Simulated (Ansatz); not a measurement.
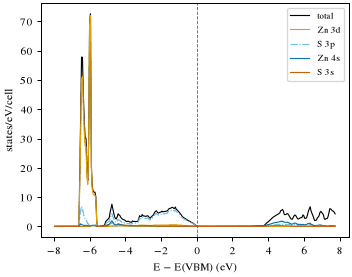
Figure: Total and projected density of states of ZnS in space group R3m (No. 160; Pearson symbol hR6), DFT-r²SCAN in the program Ansatz with PAW potentials

Problem. Which orbitals carry the states next to the gap?

Solution. Top 1 eV of the valence band: S 3p 87 %, Zn 3d 9 %. Bottom 1 eV of the conduction band: Zn 4s 58 %, S 3s 27 %, S 3p 12 %. Projections are on Löwdin-orthogonalised atomic valence shells; empty p or d shells of many metals are not among them.

Problem. Where is the tallest occupied peak in this window, and what makes it?

Solution. Near -5.9 eV, about 73 states/eV per cell; the largest projected share is Zn 3d.

The workflow started from a Materials Project entry (that database holds measured and hypothetical structures alike); the Crystallography Open Database files this formula in space group No. 160, but the cells were not matched. It is not the phase usual at ambient conditions (space group No. 186, 216). The r²SCAN relaxation kept the symmetry of its start; whether a distortion lowers the energy is not shown.

Potentials: the later of the program's two PAW sets.
